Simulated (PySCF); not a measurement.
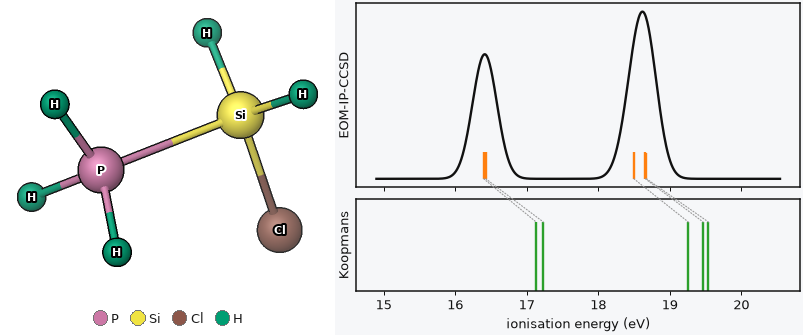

Valence photoelectron lines of SiPH₅Cl⁺, SMILES [PH3+][SiH2]Cl: vertical EOM-IP-CCSD/aug-cc-pVDZ (frozen core, PySCF 2.14.0, at a PBE0-D3(BJ)/def2-SVP geometry (no frequency check); 5 lines, one for each of the 5 highest orbitals, so a line of a deeper orbital can be missing among them) above, Hartree-Fock orbital energies with the sign turned below, non-relativistic; dotted lines join each line to its leading orbital. Stick heights are one-hole weights (summed over degenerate lines), not cross-sections; Gaussian width 0.40 eV.

Do correlation and relaxation change the order of the lines?

Not among these holes, which come in the order of the orbitals, HOMO, HOMO−1, HOMO−2, HOMO−3, HOMO−4. Some lines lie within 0.1 eV of each other, so their order isn't settled.

What is the first vertical ionisation energy, and how far is Koopmans' value off?

16.40 eV from the HOMO (with HOMO−1 within 0.05 eV); Koopmans gives 17.13 eV, 0.73 eV too high.

Known limits of this run: small basis, so the lines can lie some tenths of an eV too low.
